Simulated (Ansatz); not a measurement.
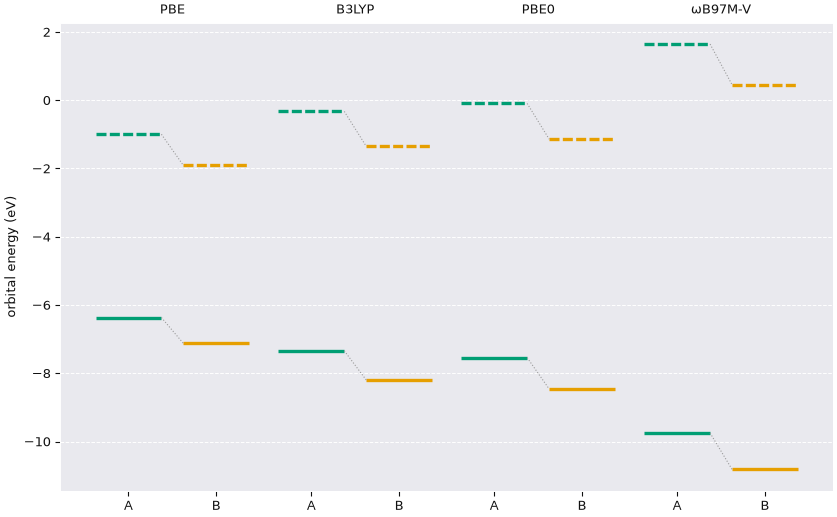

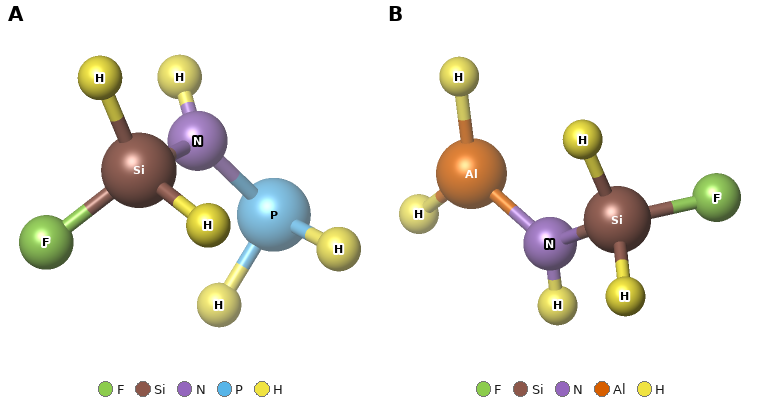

One change: A, SiPNH₅F (SMILES F[SiH2]NP), becomes B, AlSiNH₅F (SMILES F[SiH2][NH][AlH2]). PH₂ on N is replaced by AlH₂. HOMO (solid) and LUMO (dashed) computed in def2-TZVPP at PBE0-D4/def2-TZVP geometries, both minima by their frequencies, gas phase, the Ansatz code 0.2.0. Empty levels above zero depend strongly on the basis.

What does the change do to HOMO and LUMO?

Answer. PBE: the HOMO falls by 0.76 eV, the LUMO falls by 0.91 eV, and the separation goes from 5.37 to 5.21 eV. B3LYP: the HOMO falls by 0.86 eV, the LUMO falls by 1.02 eV, and the separation goes from 7.01 to 6.85 eV. PBE0: the HOMO falls by 0.92 eV, the LUMO falls by 1.05 eV, and the separation goes from 7.45 to 7.32 eV. ωB97M-V: the HOMO falls by 1.07 eV, the LUMO falls by 1.19 eV, and the separation goes from 11.40 to 11.27 eV.

Do the functionals agree on the effect?

Answer. They agree on the direction for both levels; the HOMO shift lies between −1.07 and −0.76 eV and the LUMO shift between −1.19 and −0.91 eV, while the separations themselves differ by up to 6.1 eV between functionals.

Note: one conformer of each flexible molecule.
